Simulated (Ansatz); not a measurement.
Start from SnS2 in the CdI2 type structure (space group P-3m1, No. 164; a = 3.6261 Å, c = 5.5729 Å; layered, stacked along the Cartesian z axis).

Modification: a free-standing slab of 2 layers (6 atoms, 3 a layer) is cut normal to the stacking axis, with 15 Å of vacuum and the in-plane cell relaxed.

The values are results of plane-wave PAW DFT at the PBEsol-D3(BJ) level (Ansatz, a program for electronic structure, 420 eV), without spin-orbit coupling, not measurements.

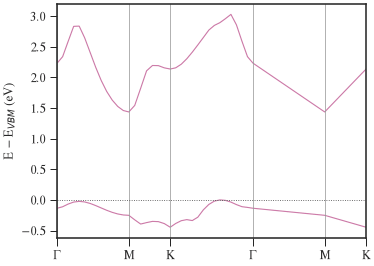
Fig. 1. Highest valence and lowest conduction band along the path of the changed cell's own zone

Question: Read the changed gap and its character from the plot.

Answer: About 1.44 eV, indirect, K–Γ (60 % along) → M.

No phonon test of stability was made.
